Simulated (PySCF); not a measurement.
# C4HF2N: the cost of one run

Computed with PySCF 2.14.0 and routines of our own; the level stands in each step. Atoms count from 0.

## 1. The system as given

8 atoms, charge 0, multiplicity 1; geometry from: GFN2-xTB.

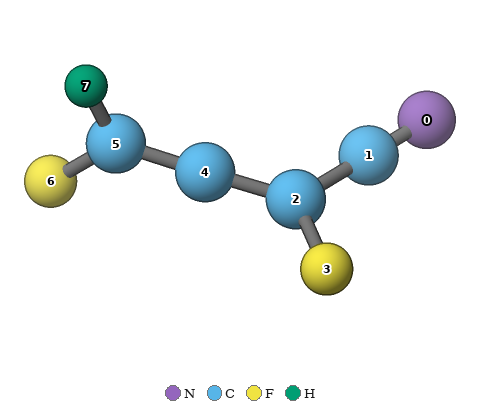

The starting geometry (nitrogen purple, carbon blue, fluorine yellow, hydrogen teal).

## 2. Relaxing the molecule at PBE0-D3(BJ)/def2-TZVP

Job settings and geometry (Å):

```
{"job": {"xc": "PBE0", "basis": "def2-TZVP", "d3": "d3bj", "grid": 2, "kind": "geom"}, "charge": 0, "multiplicity": 1}
N     -2.596628     1.372594    -0.145559
C     -1.837465     0.554914     0.106375
C     -0.885837    -0.454357     0.420058
F     -1.395900    -1.674141     0.669470
C      0.400243    -0.213984     0.442047
C      1.673154     0.033751     0.437380
F      2.341563     0.447650     1.515547
H      2.309926    -0.057013    -0.435048
```

On the command line:

```console
$ OMP_NUM_THREADS=1 python excited_run.py task.json out
```

This one command runs all jobs of the session in turn.

Q: Estimate the wall time and peak memory of this first job on 1 thread of Arm Neoverse V1, shared host.

About 1.8 min, with a peak of 0.95 GiB.
